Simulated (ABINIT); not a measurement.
# A GW chain in ABINIT: CdSe (F-43m)

Aim: the G0W0 gap of CdSe (F-43m) on PBE, step by step.

Calculated with ABINIT 10.8.3; PBE and many-body steps on it, plane waves.

**What was measured.**

- Gap 1.69 ± 0.02 eV: direct gap from (alpha E)^2 extrapolation; spectroscopic ellipsometry; 300 K; film (fully relaxed MBE film, 304 nm) on GaAs(100) (“Band gap bowing of binary alloys: Experimental results compared to theoretical tight-binding supercell calculations for CdZnSe”, 2010, arxiv:1007.2297).

## 1. The starting structure

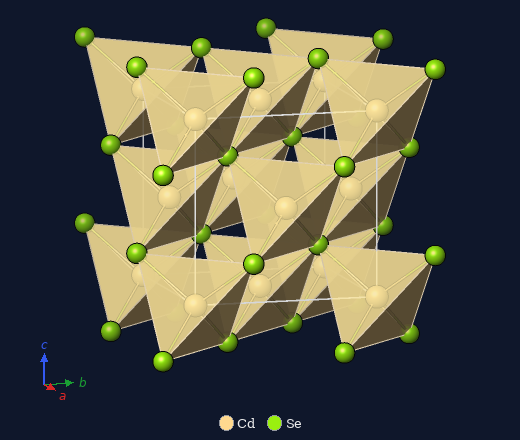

Start, viewed slightly off an axis; cadmium orange, selenium green. This picture shows the conventional cell, with its axes. Some periodic images of atoms are drawn too.

 The runs that relaxed it are not among those shown.

## 2. Ground state

This step: ABINIT 10.8.3; DFT, PBE, plane waves, norm-conserving pseudopotentials.

The ground-state density comes first.

run.abi

```
acell 3*1.0 Angstrom
rprim 
  0.000000000000 3.025000000000 3.025000000000
  3.025000000000 0.000000000000 3.025000000000
  3.025000000000 3.025000000000 0.000000000000
ntypat 2
znucl 48 34
natom 2
typat 1 2
xred 
  0.000000000000 0.000000000000 0.000000000000
  0.750000000000 0.750000000000 0.750000000000
pp_dirpath "pseudos"
pseudos "Cd.upf, Se.upf"
ecut 48
ngkpt 6 6 6
nshiftk 1
shiftk 0 0 0
kptopt 1
chksymbreak 0
nband 27
occopt 1
tolvrs 1e-10
nstep 60
prtwf 0
optforces 0
optstress 0
indata_prefix "in"
outdata_prefix "out"
tmpdata_prefix "tmp"
```

Command:

```sh
$ OMP_NUM_THREADS=1 mpirun -n 4 abinit run.abi > log
```

Numbers of over 12 decimals in the logs are rounded to 6 here.

Log:

```text
.Version 10.8.3 of ABINIT. v10.8.2 released Aug 2026.

 Symmetries : space group F-4 3 m (#216); Bravais cF (face-center cubic)
================================================================================
 Values of the parameters that define the memory need of the present run
     intxc =       0    ionmov =       0      iscf =       7    lmnmax =       6
     lnmax =       6     mgfft =      54  mpssoang =       3    mqgrid =    3001
     natom =       2  nloc_mem =       1    nspden =       1   nspinor =       1
    nsppol =       1      nsym =      24    n1xccc =    2501    ntypat =       2
    occopt =       1   xclevel =       2
-    mband =          27        mffmem =           1         mkmem =           4
       mpw =        5978          nfft =      157464          nkpt =          16
================================================================================
  Rough estimation (10% accuracy) of disk space for files :
================================================================================

--------------------------------------------------------------------------------
------------- Echo of variables that govern the present computation ------------
--------------------------------------------------------------------------------
 -outvars: echo values of preprocessed input variables --------
            acell      1.8897261259E+00  1.8897261259E+00  1.8897261259E+00 Bohr

      chksymbreak           0
             ecut      4.80000000E+01 Hartree
-          fftalg         312

              ixc     -101130
              kpt      0.00000000E+00  0.00000000E+00  0.00000000E+00
                       1.66666667E-01  0.00000000E+00  0.00000000E+00
                       3.33333333E-01  0.00000000E+00  0.00000000E+00
                       5.00000000E-01  0.00000000E+00  0.00000000E+00
                       1.66666667E-01  1.66666667E-01  0.00000000E+00
                       3.33333333E-01  1.66666667E-01  0.00000000E+00
                       5.00000000E-01  1.66666667E-01  0.00000000E+00
                      -3.33333333E-01  1.66666667E-01  0.00000000E+00
                      -1.66666667E-01  1.66666667E-01  0.00000000E+00
   [... 5 further rows ...]
                      -3.33333333E-01  3.33333333E-01  1.66666667E-01
                      -3.33333333E-01  5.00000000E-01  1.66666667E-01
         kptrlatt        6    0    0      0    6    0      0    0    6
          kptrlen      4.85054451E+01
P           mkmem           4
            natom           2
            nband          27
            ngfft          54      54      54
             nkpt          16
            nstep          60
             nsym          24
           ntypat           2
              occ      2.000000  2.000000  2.000000  2.000000  2.000000  2.000000
                       2.000000  2.000000  2.000000  2.000000  2.000000  2.000000
                       2.000000  2.000000  2.000000  2.000000  2.000000  2.000000
                       2.000000  2.000000  2.000000  2.000000  0.000000  0.000000
[...]
optforces           0
        optstress           0
            prtwf           0
            rprim      0.0000000000E+00  3.0250000000E+00  3.0250000000E+00
[...]
spgroup         216

           tolvrs      1.00000000E-10

             xred      0.0000000000E+00  0.0000000000E+00  0.0000000000E+00
[...]
znucl       48.00000   34.00000

================================================================================

 chkinp: Checking input parameters for consistency.

================================================================================
== DATASET  1 ==================================================================
-   mpi_nproc: 4, omp_nthreads: 1 (-1 if OMP is not activated)

--- !DatasetInfo
iteration_state: {dtset: 1, }
dimensions: {natom: 2, nkpt: 16, mband: 27, nsppol: 1, nspinor: 1, nspden: 1, mpw: 5978, }
cutoff_energies: {ecut:  48.0, pawecutdg:  -1.0, }
electrons: {nelect:   4.40000000E+01, charge:   0.00000000E+00, occopt:   1.00000000E+00, tsmear:   1.00000000E-02, }

 Real(R)+Recip(G) space primitive vectors, cartesian coordinates (Bohr,Bohr^-1):
 R(1)=  0.0000000  5.7164215  5.7164215  G(1)= -0.0874673  0.0874673  0.0874673
 R(2)=  5.7164215  0.0000000  5.7164215  G(2)=  0.0874673 -0.0874673  0.0874673
 R(3)=  5.7164215  5.7164215  0.0000000  G(3)=  0.0874673  0.0874673 -0.0874673
 Unit cell volume ucvol=  3.7359644E+02 bohr^3
 Angles (23,13,12)=  6.00000000E+01  6.00000000E+01  6.00000000E+01 degrees

 getcut: wavevector=  0.0000  0.0000  0.0000  ngfft=  54  54  54
         ecut(hartree)=     48.000   => boxcut(ratio)=   2.14248

--- Pseudopotential description ------------------------------------------------
- Cd Generated using ONCVPSP code by D. R. Hamann
- 48.00000  20.00000  171031                  znucl, zion, pspdat
12 -101130 2 -1 1368                          pspcod,pspxc,lmax,lloc,mmax
     nproj     2     2     2
  pspatm : epsatm=   19.67729986
         --- l  ekb(1:nproj) -->
[...]
pspatm: atomic psp has been read  and splines computed

- Se Generated using ONCVPSP code by D. R. Hamann
- 34.00000  24.00000  171031                  znucl, zion, pspdat
12 -101130 2 -1 1214                          pspcod,pspxc,lmax,lloc,mmax
     nproj     2     2     2
  pspatm : epsatm=   25.39064422
         --- l  ekb(1:nproj) -->
[...]
pspatm: atomic psp has been read  and splines computed

   1.98298954E+03                                ecore*ucvol(ha*bohr**3)
--------------------------------------------------------------------------------

_setup2: Arith. and geom. avg. npw (full set) are    5930.014    5930.001

================================================================================

--- !BeginCycle
iteration_state: {dtset: 1, }
solver: {iscf: 7, nstep: 60, nline: 4, wfoptalg: 0, }
tolerances: {tolvrs: 1.00E-10, }

     iter   Etot(hartree)      deltaE(h)  residm     vres2
 ETOT  1  -511.97248319212    -5.120E+02 1.783E+00 5.151E+02
 ETOT  2  -513.43493119988    -1.462E+00 2.693E-02 3.315E+02
 ETOT  3  -513.46959940705    -3.467E-02 2.477E-03 1.003E+01
 ETOT  4  -513.46997818336    -3.788E-04 1.466E-03 3.137E+00
 ETOT  5  -513.47021929381    -2.411E-04 5.949E-03 2.651E-02
 ETOT  6  -513.47022264738    -3.354E-06 6.327E-04 3.361E-03
 ETOT  7  -513.47022281944    -1.721E-07 1.647E-04 1.614E-03
 ETOT  8  -513.47022292655    -1.071E-07 8.203E-05 5.732E-05
 ETOT  9  -513.47022293231    -5.751E-09 1.667E-05 6.445E-06
 ETOT 10  -513.47022293283    -5.284E-10 1.695E-05 5.962E-09
 ETOT 11  -513.47022293284    -5.116E-12 3.335E-06 4.526E-10
 ETOT 12  -513.47022293284     3.411E-13 3.441E-06 5.679E-11

 At SCF step   12       vres2   =  5.68E-11 < tolvrs=  1.00E-10 =>converged.

--- !ResultsGS
iteration_state: {dtset: 1, }
comment   : Summary of ground state results
lattice_vectors:
- [  0.0000000,   5.7164215,   5.7164215, ]
- [  5.7164215,   0.0000000,   5.7164215, ]
- [  5.7164215,   5.7164215,   0.0000000, ]
lattice_lengths: [   8.08424,    8.08424,    8.08424, ]
lattice_angles: [ 60.000,  60.000,  60.000, ] # degrees, (23, 13, 12)
lattice_volume:   3.7359644E+02
convergence: {deltae:  3.411E-13, res2:  5.679E-11, residm:  3.441E-06, diffor:  0.000E+00, }
etotal    :  -5.13470223E+02
entropy   :   0.00000000E+00
fermie    :   1.85907650E-01
cartesian_stress_tensor: null
pressure_GPa: null
xred      :
- [  0.0000E+00,   0.0000E+00,   0.0000E+00, Cd]
- [  7.5000E-01,   7.5000E-01,   7.5000E-01, Se]
cartesian_forces: null
force_length_stats: {min: null, max: null, mean: null, }

 Integrated electronic density in atomic spheres:
 ------------------------------------------------
 Atom  Sphere_radius  Integrated_density
    1        2.00000         17.17780955
    2        2.00000         21.24822845
================================================================================

 ----iterations are completed or convergence reached----

 Mean square residual over all n,k,spin=   79.684E-10; max=  34.406E-07
 reduced coordinates (array xred) for    2 atoms
       0.000000000000      0.000000000000      0.000000000000
       0.750000000000      0.750000000000      0.750000000000
 rms dE/dt=  0.0000E+00; max dE/dt=  0.0000E+00; dE/dt below (all hartree)
    1       0.000000000000      0.000000000000      0.000000000000
    2       0.000000000000      0.000000000000      0.000000000000

 cartesian coordinates (angstrom) at end:
    1      0.000000     0.000000     0.000000
    2      4.537500     4.537500     4.537500
 length scales=  1.889726125908  1.889726125908  1.889726125908 bohr
              =  1.000000000000  1.000000000000  1.000000000000 angstroms
 prteigrs : about to open file out_EIG
 Fermi (or HOMO) energy (hartree) =   0.18591   Average Vxc (hartree)=  -0.34586
 Eigenvalues (hartree) for nkpt=  16  k points:
 kpt#   1, nband= 27, wtk=  0.00463, kpt=  0.0000  0.0000  0.0000 (reduced coord)
  -7.42416   -5.19971   -5.19971   -5.19971   -3.55260   -2.12118   -2.12118   -2.12118
  -1.53091   -1.53091   -1.53091   -1.53078   -1.53078   -0.28021   -0.10771   -0.10771
  -0.10771   -0.09334   -0.09334    0.18591    0.18591    0.18591    0.20941    0.40450
   0.40450    0.40450    0.54813
 prteigrs : prtvol=0 or 1, do not print more k-points.

--- !EnergyTerms
iteration_state     : {dtset: 1, }
comment             : Components of total free energy in Hartree
kinetic             :  2.08094230499401E+02
hartree             :  2.09158217344756E+02
xc                  : -5.30494037485841E+01
Ewald energy        : -2.29369190464634E+02
psp_core            :  5.30783835888090E+00
local_psp           : -5.77272126421859E+02
non_local_psp       : -7.63397885007982E+01
total_energy        : -5.13470222932838E+02
total_energy_eV     : -1.39722365620354E+04
band_energy         : -8.20374146030245E+01

== END DATASET(S) ==============================================================
================================================================================

 -outvars: echo values of variables after computation  --------
           etotal     -5.1347022293E+02
            nband          27
             nkpt          16
          spgroup         216
 [... the other variables as echoed above ...]

 Calculation completed.
```

Elapsed: 29 s, on 4 MPI ranks of Arm Neoverse V2, shared host; peak memory 0.41 GiB.

This step gave:

* total energy: -13972.2366 eV
* gap: 0.6395 eV
* k of the valence top: 0, 0, 0
* k of the conduction bottom: 0, 0, 0
* least direct gap: 0.6395 eV

The gap is direct, at Γ.

(Continued in part 2 of 3.)

[Paths, hosts, dates, memory and timing lines, banners, echoed tables and standing remarks are left out of the program output.]

[Logs are printed without paths, hosts, clocks, repeated set-up lines and the standing remarks that a program may print on its own settings, such as how far it seeks lower states.]

[Runs of the session that timed out or met a known fault of the program may be left out.]

[Hosts, paths, dates, database ids (printed as entryN), source tags and the programs' standing remarks are cut or masked in the printed files.]

[G0W0 gaps are taken among the corrected bands and points alone; a level outside them can change the order at an edge.]

[Where Ansatz stands beside ABINIT at settings called matched, ABINIT's density can come from a denser mesh and the files from another edition; pairs whose starting gaps differed by over 0.03 eV were left out, so agreement reads better than it is.]
